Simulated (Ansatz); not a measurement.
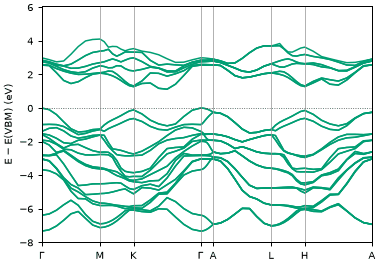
Fig. 1. Band structure from r²SCAN+D4 with spin–orbit coupling in the plane-wave PAW code Ansatz

**Question.** Read off the gap and where the band edges lie.

**Answer.** About 1.1 eV (1.09 eV by a search for the band edges); maximum at Γ, minimum on the K–Γ line, 45 % of the way from K.

The material is WSe$_{2}$ in space group P6_3/mmc (No. 194; W on 2c, Se on 4f).

The r²SCAN+D4 relaxation kept the symmetry of its start. The run is not spin-polarised.

Potentials: the earlier of the program's two PAW sets. The files were generated under PBE; for other functionals the program regenerates the frozen cores, and for LDA and PBEsol the local potential too.
